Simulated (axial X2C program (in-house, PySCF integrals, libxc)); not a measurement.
**INa: from the state search to constants**

Aim: find the lowest determinant of INa, scan the bond at several levels and fit the constants, once spin-free and once with spin–orbit coupling.

Program: an in-house X2C program for linear molecules on PySCF integrals. Level of theory: all-electron X2C, I dyall-cv3z, Na dyall-cv3z. These are calculated values, not measurements.

## Step 1: Input

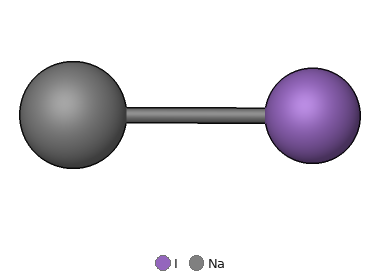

The two atoms at 2.880 Å (iodine purple, sodium grey).

task.json

```json
{
 "zs": [
  53,
  11
 ],
 "q": 0,
 "bas": [
  "dyall-cv3z",
  "dyall-cv3z"
 ],
 "levels": [
  "PBE0",
  "HF",
  "r2SCAN"
 ],
 "cc": true,
 "r0": 2.88,
 "thr": -1.0,
 "nmax": 90,
 "npts": 10,
 "nst": 2,
 "ntry": 6
}
```

Keys: zs atomic numbers; q charge; bas basis sets; levels methods (HF also brings MP2); cc coupled cluster on or off; r0 starting distance in Å; thr threshold in hartree for freezing inner shells (an s shell follows its p shell); nmax most natural virtual spinors; npts points asked for on the curve; nst determinants followed; ntry starts of the search.

Command:

```
$ python so2c.py task.json out
```

Spin-free means the one-electron spin-free X2C Hamiltonian; two-component (2c) means X2C with spin–orbit coupling and atomic mean-field two-electron Coulomb and Gaunt terms. Basis: I dyall-cv3z contracted to [11s12p8d4f1g], Na dyall-cv3z contracted to [9s8p5d2f]; Gaussian nuclei, density fitting. Masses: I 126.904 u, Na 22.990 u.

Notation: σ, π±, δ± give the projection m of an orbital's angular momentum (0, ±1, ±2), α and β its spin, Λ and M_S the sums; ω is the projection of a spinor's total angular momentum and Ω the sum. Logs are in hartree.

The results follow Hamiltonian by Hamiltonian and level by level.

## Step 2: Search for the lowest determinant

PBE0 moves the distance from 2.880 Å to 2.723 Å and compares determinants there.

Spin-free determinants:

```tsv
ΔE (eV)	state	open shells
0.00	M_S = 0, Λ = 0	closed shell
3.70	M_S = 1, Λ = 1	beyond closed shells: σα, π+α, π+β, π-α
3.72	M_S = 0, Λ = 1	beyond closed shells: σβ, π+α, π+β, π-α
4.01	M_S = 1, Λ = 0	beyond closed shells: 2 × σα
5.27	M_S = 1, Λ = 2	beyond closed shells: 2 × π+α, π+β, π-α
5.27	M_S = 1, Λ = 0	beyond closed shells: π+α, π+β, 2 × π-α
5.30	M_S = 0, Λ = 2	beyond closed shells: π+α, 2 × π+β, π-α
```

Two-component determinants:

| ΔE (eV) | state | open shells |
| --- | --- | --- |
| 0.00 | Ω = 0 | closed shell |
| 3.40 | Ω = 2 | excess of +ω over −ω: ω = 1/2, ω = 3/2 |
| 3.42 | Ω = 1 | excess of +ω over −ω: ω = -1/2, ω = 3/2 |
| 3.66 | Ω = 1 | excess of +ω over −ω: 2 × ω = 1/2 |
| 4.97 | Ω = 3 | excess of +ω over −ω: 2 × ω = 3/2 |
| 5.30 | Ω = 2 | excess of +ω over −ω: ω = 1/2, ω = 3/2 |
| 5.30 | Ω = 1 | excess of +ω over −ω: ω = -1/2, ω = 3/2 |

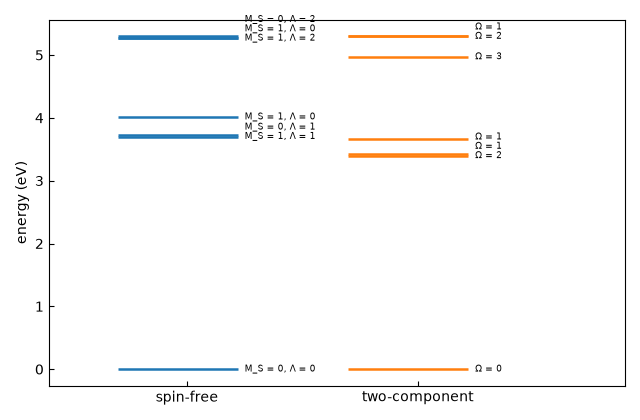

The determinants found, each set from its own lowest.

## Step 3: PBE0, spin-free

State followed: M_S = 0, Λ = 0 (closed shell). The scan is laid around 2.723 Å, a first estimate of the minimum, and this SCF restarts from the orbitals of the search.

Output at 2.723 Å:

```text
spin-free X2C-1e  PBE0
basis functions 196  fitting functions 953  grid points 5084
iter        total energy     max residual
   1      -7277.837325777     6.92e-06
   2      -7277.837325778     8.51e-06
converged
one-electron -10213.40918666  Coulomb 3019.64801560  exact exchange -48.60768274  xc functional -148.76642055  nuclear repulsion 113.29794857
```

Along the bond, energies from the lowest point:

```
R (Å)  E (eV)  μ (D)  HOMO (eV)  LUMO (eV)  iterations
2.369  0.4240   7.65      -6.27      -1.55           9
2.478  0.1731   8.03      -6.16      -1.63           8
2.560  0.0664   8.33      -6.08      -1.69           8
2.641  0.0126   8.64      -6.01      -1.76           8
2.723  0.0000   8.96      -5.93      -1.83           2
2.818  0.0229   9.34      -5.85      -1.91           8
2.914  0.0775   9.72      -5.77      -2.00           8
3.036  0.1777  10.23      -5.67      -2.11           8
3.186  0.3307  10.87      -5.55      -2.25           8
3.404  0.5795  11.80      -5.40      -2.45           9
```

Dipoles are positive if Na is the positive end.

Outer orbitals at the reference distance:

```json
{"symmetry": "π-α", "occupied": "yes", "ε (eV)": "-33.08", "atomic character": "100% Na p"}
{"symmetry": "π+α", "occupied": "yes", "ε (eV)": "-33.08", "atomic character": "100% Na p"}
{"symmetry": "σα", "occupied": "yes", "ε (eV)": "-33.05", "atomic character": "100% Na p"}
{"symmetry": "σα", "occupied": "yes", "ε (eV)": "-16.79", "atomic character": "85% I s, 7% Na p, 5% Na d"}
{"symmetry": "σα", "occupied": "yes", "ε (eV)": "-6.50", "atomic character": "84% I p, 9% Na s, 4% Na p"}
{"symmetry": "π+α", "occupied": "yes", "ε (eV)": "-5.93", "atomic character": "92% I p, 4% Na d, 4% Na p"}
{"symmetry": "π-α", "occupied": "yes", "ε (eV)": "-5.93", "atomic character": "92% I p, 4% Na d, 4% Na p"}
{"symmetry": "σα", "occupied": "no", "ε (eV)": "-1.83", "atomic character": "73% Na s, 22% Na p, 4% I p"}
{"symmetry": "π-α", "occupied": "no", "ε (eV)": "-0.06", "atomic character": "94% Na p, 3% Na d, 2% I p"}
{"symmetry": "π+α", "occupied": "no", "ε (eV)": "-0.06", "atomic character": "94% Na p, 3% Na d, 2% I p"}
{"symmetry": "σα", "occupied": "no", "ε (eV)": "0.30", "atomic character": "80% Na p, 13% Na s, 5% Na d"}
```

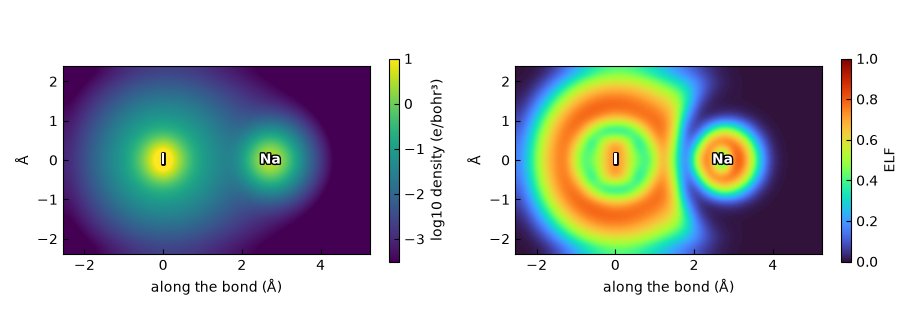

PBE0 fields in a plane through the axis, from a grid of 0.3 Å; I lies at z = 0 and Na at z = 2.723 Å; the ELF is damped to zero where the density is low.

Re = 2.713 Å, ωe = 258.6 cm⁻¹, ωexe = 0.945 cm⁻¹, Be = 0.1177 cm⁻¹, De = 3.24 eV, μ = 8.92 D.

## Step 4: HF, spin-free

The SCF at the reference distance of 2.723 Å:

```text
spin-free X2C-1e  HF
basis functions 196  fitting functions 953  grid points 5084
iter        total energy     max residual
   1      -7274.893953443     2.03e-01
   2      -7274.913778354     4.04e-03
   3      -7274.914188618     1.26e-03
   4      -7274.914239756     5.11e-04
   5      -7274.914250876     1.56e-04
   6      -7274.914253257     5.63e-05
   7      -7274.914253609     1.39e-05
   8      -7274.914253631     6.57e-06
   9      -7274.914253632     1.33e-06
converged
one-electron -10212.63972563  Coulomb 3018.94091239  exact exchange -194.51338897  xc functional 0.00000000  nuclear repulsion 113.29794857
```

Re = 2.754 Å, ωe = 252.9 cm⁻¹, ωexe = 0.9 cm⁻¹, Be = 0.1142 cm⁻¹, De = 2.41 eV, μ = 9.73 D.

## Step 5: r2SCAN, spin-free

The SCF at the reference distance of 2.723 Å:

```text
spin-free X2C-1e  r2SCAN
basis functions 196  fitting functions 953  grid points 5084
iter        total energy     max residual
   1      -7278.266174639     1.80e-01
   2      -7278.268413179     2.61e-03
   3      -7278.268417732     2.29e-03
   4      -7278.268475982     1.61e-04
   5      -7278.268476625     1.08e-04
   6      -7278.268477142     5.22e-05
   7      -7278.268477158     1.10e-05
   8      -7278.268477159     1.61e-06
converged
one-electron -10213.11976461  Coulomb 3019.36848968  exact exchange 0.00000000  xc functional -197.81515080  nuclear repulsion 113.29794857
```

Re = 2.722 Å, ωe = 256.1 cm⁻¹, Be = 0.1169 cm⁻¹, De = 3.34 eV, μ = 9.11 D.

## Step 6: Correlated methods, spin-free

Correlated methods: 8 electrons correlated (frozen shells, counted by type: I 4 s, 3 p, 2 d; Na 2 s, 1 p), 268 virtual spinors in MP2, 86 natural virtuals in coupled cluster.

Output of the correlated part at 2.723 Å:

```text
correlated 8  virtual 268  natural virtual 86  E(MP2) -0.149727831  MP2 remainder -0.001309110
iter   CCSD correlation   residual
   1     -0.159438722   7.05e-02
   2     -0.162758010   2.04e-02
   3     -0.162876453   4.26e-03
   4     -0.162880774   1.43e-03
   5     -0.162882322   3.52e-04
   6     -0.162881924   9.82e-05
   7     -0.162882487   2.55e-05
   8     -0.162882433   6.15e-06
   9     -0.162882415   1.62e-06
(T) -0.006331517  T1 0.0074  D1 0.0125  max T2 0.052
```

T1 in the output is the amplitude norm over the root of the electron number; divide by √2 for the Lee–Taylor value.

MP2: Re = 2.753 Å, ωe = 252.2 cm⁻¹, Be = 0.1143 cm⁻¹, De = 3.28 eV.

CCSD: Re = 2.751 Å, ωe = 252.5 cm⁻¹, ωexe = 0.875 cm⁻¹, Be = 0.1144 cm⁻¹, De = 3.18 eV. T1 at Re = 0.005 (Lee–Taylor, the printed value over √2).

CCSD(T): Re = 2.752 Å, ωe = 252.0 cm⁻¹, ωexe = 0.875 cm⁻¹, Be = 0.1143 cm⁻¹, De = 3.24 eV. T1 at Re = 0.005 (Lee–Taylor, the printed value over √2).

## Step 7: The spin-free curves together

Energy (eV) of the followed determinant, spin-free, from each level's lowest point:

```
R (Å)   PBE0     HF    MP2   CCSD  CCSD(T)  r2SCAN
2.369  0.424  0.529  0.523    n/a      n/a   0.448
2.478  0.173  0.237  0.234  0.231    0.232   0.188
2.560  0.066  0.105  0.104  0.102    0.103   0.075
2.641  0.013  0.031  0.030  0.029    0.030   0.016
2.723  0.000  0.000  0.000  0.000    0.000   0.000
2.818  0.023  0.007  0.007  0.008    0.007   0.018
2.914  0.077  0.047  0.047  0.049    0.048   0.070
3.036  0.178  0.134  0.134  0.136    0.135   0.166
3.186  0.331  0.274  0.274    n/a      n/a   0.315
3.404  0.580  0.511  0.512    n/a      n/a   0.558
```

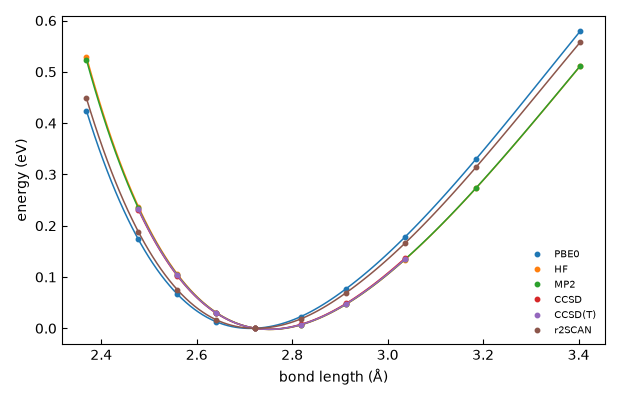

Curves of the followed state, spin-free, each from its own lowest point.

## Step 8: PBE0, 2c

State followed: Ω = 0 (closed shell). The scan is laid around 2.723 Å, a first estimate of the minimum, and this SCF restarts from the orbitals of the search.

The SCF at the reference distance of 2.723 Å:

```text
two-component X2C + atomic mean field  PBE0
basis functions 196  fitting functions 953  grid points 5084
iter        total energy     max residual
   1      -7274.846479589     2.54e-06
   2      -7274.846479590     2.61e-06
converged
one-electron -10204.46855689  Coulomb 3017.92954322  exact exchange -48.57889712  xc functional -148.68392454  nuclear repulsion 113.29794857  atomic mean-field constant -4.34259282
```

Along the bond, energies from the lowest point:

```
R (Å)  E (eV)  μ (D)  HOMO (eV)  LUMO (eV)  iterations
2.369  0.4290   7.60      -5.99      -1.55           9
2.478  0.1766   7.98      -5.88      -1.63           8
2.560  0.0687   8.28      -5.80      -1.69           8
2.641  0.0138   8.58      -5.72      -1.76           9
2.723  0.0000   8.89      -5.65      -1.83           2
2.818  0.0214   9.26      -5.57      -1.91           8
2.914  0.0746   9.64      -5.49      -2.00           8
3.036  0.1729  10.13      -5.39      -2.11           8
3.186  0.3237  10.75      -5.28      -2.25           8
3.404  0.5689  11.64      -5.13      -2.45           9
```

Dipoles are positive if Na is the positive end.

Outer spinors at the reference distance:

```json
{"ω": "1/2", "occupied": "yes", "ε (eV)": "-33.16", "atomic character": "100% Na p", "λ mixture": "74% π, 26% σ"}
{"ω": "3/2", "occupied": "yes", "ε (eV)": "-33.01", "atomic character": "100% Na p", "λ mixture": "100% π"}
{"ω": "1/2", "occupied": "yes", "ε (eV)": "-32.99", "atomic character": "100% Na p", "λ mixture": "74% σ, 26% π"}
{"ω": "1/2", "occupied": "yes", "ε (eV)": "-16.81", "atomic character": "85% I s, 7% Na p, 5% Na d", "λ mixture": "100% σ"}
{"ω": "1/2", "occupied": "yes", "ε (eV)": "-6.85", "atomic character": "88% I p, 5% Na s, 4% Na p", "λ mixture": "64% σ, 36% π"}
{"ω": "1/2", "occupied": "yes", "ε (eV)": "-5.95", "atomic character": "88% I p, 4% Na s, 4% Na p", "λ mixture": "64% π, 36% σ"}
{"ω": "3/2", "occupied": "yes", "ε (eV)": "-5.65", "atomic character": "91% I p, 4% Na d, 4% Na p", "λ mixture": "100% π"}
{"ω": "1/2", "occupied": "no", "ε (eV)": "-1.83", "atomic character": "73% Na s, 22% Na p, 4% I p", "λ mixture": "100% σ"}
{"ω": "1/2", "occupied": "no", "ε (eV)": "-0.07", "atomic character": "95% Na p, 2% Na d, 2% I p", "λ mixture": "100% π"}
{"ω": "3/2", "occupied": "no", "ε (eV)": "-0.05", "atomic character": "94% Na p, 3% Na d, 3% I p", "λ mixture": "100% π"}
{"ω": "1/2", "occupied": "no", "ε (eV)": "0.30", "atomic character": "80% Na p, 13% Na s, 5% Na d", "λ mixture": "100% σ"}
```

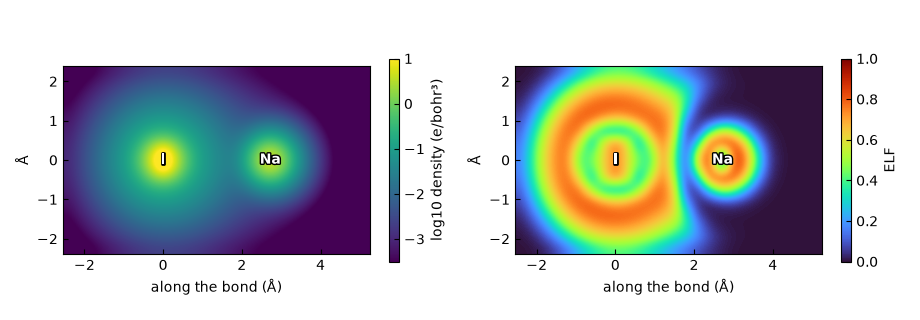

PBE0 fields in a plane through the axis, from a grid of 0.3 Å; I lies at z = 0 and Na at z = 2.723 Å; the ELF is damped to zero where the density is low.

Re = 2.716 Å, ωe = 257.2 cm⁻¹, ωexe = 0.947 cm⁻¹, Be = 0.1174 cm⁻¹, De = 2.97 eV, μ = 8.86 D.

## Step 9: HF, 2c

The SCF at the reference distance of 2.723 Å:

```text
two-component X2C + atomic mean field  HF
basis functions 196  fitting functions 953  grid points 5084
iter        total energy     max residual
   1      -7271.899246426     2.02e-01
   2      -7271.919099825     4.07e-03
   3      -7271.919519453     1.30e-03
   4      -7271.919573275     5.21e-04
   5      -7271.919585651     1.59e-04
   6      -7271.919588568     5.73e-05
   7      -7271.919589035     1.35e-05
   8      -7271.919589067     7.25e-06
   9      -7271.919589069     1.34e-06
converged
one-electron -10203.70493148  Coulomb 3017.22832350  exact exchange -194.39833684  xc functional 0.00000000  nuclear repulsion 113.29794857  atomic mean-field constant -4.34259282
```

Re = 2.756 Å, ωe = 251.9 cm⁻¹, ωexe = 0.897 cm⁻¹, Be = 0.114 cm⁻¹, De = 2.11 eV, μ = 9.70 D.

## Step 10: r2SCAN, 2c

The SCF at the reference distance of 2.723 Å:

```text
two-component X2C + atomic mean field  r2SCAN
basis functions 196  fitting functions 953  grid points 5084
iter        total energy     max residual
   1      -7275.267781771     1.79e-01
   2      -7275.270111563     2.63e-03
   3      -7275.270117624     2.28e-03
   4      -7275.270174761     1.55e-04
   5      -7275.270175403     1.04e-04
   6      -7275.270175891     4.69e-05
   7      -7275.270175906     1.23e-05
   8      -7275.270175907     1.62e-06
converged
one-electron -10204.18091861  Coulomb 3017.65186166  exact exchange 0.00000000  xc functional -197.69647470  nuclear repulsion 113.29794857  atomic mean-field constant -4.34259282
```

Re = 2.725 Å, ωe = 255.0 cm⁻¹, Be = 0.1166 cm⁻¹, De = 3.21 eV, μ = 9.06 D.

## Step 11: Correlated methods, 2c

Correlated methods: 8 electrons correlated (frozen shells, counted by type: I 4 s, 3 p, 2 d; Na 2 s, 1 p), 268 virtual spinors in MP2, 86 natural virtuals in coupled cluster.

Output of the correlated part at 2.723 Å:

```text
correlated 8  virtual 268  natural virtual 86  E(MP2) -0.149230801  MP2 remainder -0.001319572
iter   CCSD correlation   residual
   1     -0.158918791   7.03e-02
   2     -0.162224338   2.03e-02
   3     -0.162340794   4.21e-03
   4     -0.162345065   1.42e-03
   5     -0.162346520   3.50e-04
   6     -0.162346139   9.86e-05
   7     -0.162346697   2.61e-05
   8     -0.162346639   6.48e-06
   9     -0.162346620   1.80e-06
(T) -0.006267279  T1 0.0073  D1 0.0124  max T2 0.052
```

MP2: Re = 2.755 Å, ωe = 251.3 cm⁻¹, Be = 0.1141 cm⁻¹, De = 3.00 eV.

CCSD: Re = 2.754 Å, ωe = 251.9 cm⁻¹, ωexe = 0.89 cm⁻¹, Be = 0.1142 cm⁻¹, De = 2.89 eV. T1 at Re = 0.005 (Lee–Taylor, the printed value over √2).

CCSD(T): Re = 2.755 Å, ωe = 251.2 cm⁻¹, ωexe = 0.88 cm⁻¹, Be = 0.1141 cm⁻¹, De = 2.96 eV. T1 at Re = 0.005 (Lee–Taylor, the printed value over √2).

## Step 12: The 2c curves together

Energy (eV) of the followed determinant, 2c, from each level's lowest point:

```
R (Å)   PBE0     HF    MP2   CCSD  CCSD(T)  r2SCAN
2.369  0.429  0.533  0.527    n/a      n/a   0.453
2.478  0.177  0.240  0.237  0.234    0.235   0.191
2.560  0.069  0.107  0.106  0.104    0.105   0.077
2.641  0.014  0.032  0.031  0.030    0.031   0.017
2.723  0.000  0.000  0.000  0.000    0.000   0.000
2.818  0.021  0.005  0.006  0.007    0.006   0.017
2.914  0.075  0.045  0.045  0.047    0.046   0.067
3.036  0.173  0.130  0.131  0.133    0.131   0.162
3.186  0.324  0.269  0.270    n/a      n/a   0.309
3.404  0.569  0.505  0.505    n/a      n/a   0.550
```

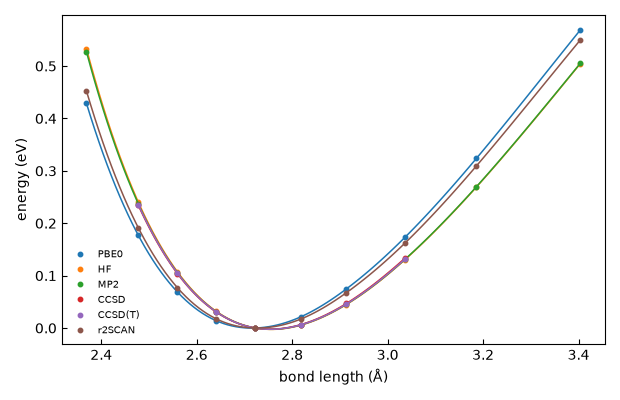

Curves of the followed state, 2c, each from its own lowest point.

The whole job took 72 s on 1 thread of Intel Xeon Platinum 8559C (Emerald Rapids), shared host; peak memory 0.53 GiB.

## Step 13: Results

Lowest determinant that the search found at its distance, spin-free: M_S = 0, Λ = 0 (closed shell).

Lowest determinant that the search found at its distance, 2c: Ω = 0 (closed shell).

| Hamiltonian | level | Re (Å) | ωe (cm⁻¹) | De (eV) | μ (D) |
| --- | --- | --- | --- | --- | --- |
| spin-free | PBE0 | 2.713 | 258.6 | 3.24 | 8.92 |
| spin-free | HF | 2.754 | 252.9 | 2.41 | 9.73 |
| spin-free | MP2 | 2.753 | 252.2 | 3.28 | n/a |
| spin-free | CCSD | 2.751 | 252.5 | 3.18 | n/a |
| spin-free | CCSD(T) | 2.752 | 252.0 | 3.24 | n/a |
| spin-free | r2SCAN | 2.722 | 256.1 | 3.34 | 9.11 |
| 2c | PBE0 | 2.716 | 257.2 | 2.97 | 8.86 |
| 2c | HF | 2.756 | 251.9 | 2.11 | 9.70 |
| 2c | MP2 | 2.755 | 251.3 | 3.00 | n/a |
| 2c | CCSD | 2.754 | 251.9 | 2.89 | n/a |
| 2c | CCSD(T) | 2.755 | 251.2 | 2.96 | n/a |
| 2c | r2SCAN | 2.725 | 255.0 | 3.21 | 9.06 |

Dipoles are positive if Na is the positive end.

Time per point (s) on 1 thread of Intel Xeon Platinum 8559C (Emerald Rapids), shared host (2c runs; CCSD comes with the CCSD(T) run); the times are rough: PBE0 0.31, HF 0.21, MP2 0.32, CCSD(T) 1.9, r2SCAN 0.39.

At CCSD(T), going from spin-free to two-component changes Re by +2 mÅ, ωe by -0.3 %, which is small (part of it comes from the scalar share of the two-electron terms). De moves by -0.28 eV; both De rest on single-determinant atoms, which can miss part of an open shell's spin–orbit lowering.

De refers to I + Na, each in the lowest determinant found, which need not be this curve's own limit. The state is a single determinant with fixed occupations, the lowest that a limited PBE0 search found. Closed shells are restricted here (equal orbitals for both partners), which fails at long range if the bond breaks into open shells. De is counted from the lowest determinant-based energies of the atoms at the same level, without counterpoise correction. Coupled cluster ran in a truncated set of natural virtual spinors; the MP2 energy of the rest was added. The meta-GGAs lack a current-density term, which matters for open shells with orbital currents, atoms included. With the outer-core shells frozen, correlated bond lengths of heavy atoms tend to come out a few hundredths of an ångström too long.
